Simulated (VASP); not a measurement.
Band structure of KBiO3 (space group Pm-3m). Level of theory: PBEsol GGA, VASP's PBE PAW potentials (set 64) (plane waves; VASP).

Unless said otherwise, spin-orbit coupling is left out, though it shifts the bands of the heavy elements here.

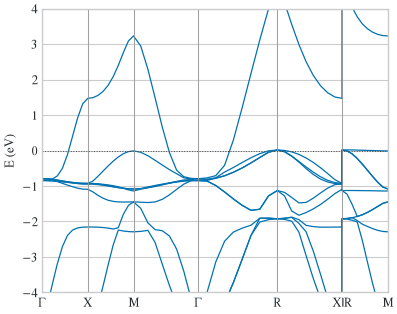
Figure: Bands along high-symmetry lines, zero at the valence-band maximum or, without a gap, the Fermi level

Question: Read the plot: is there a gap, and where are the band edges?

Answer: It has no gap at this level: it comes out as a metal or semimetal.

The structure was generated: KBiO3 was put into an ordered model structure, which need not be its known phase. The cell was not relaxed at this level.
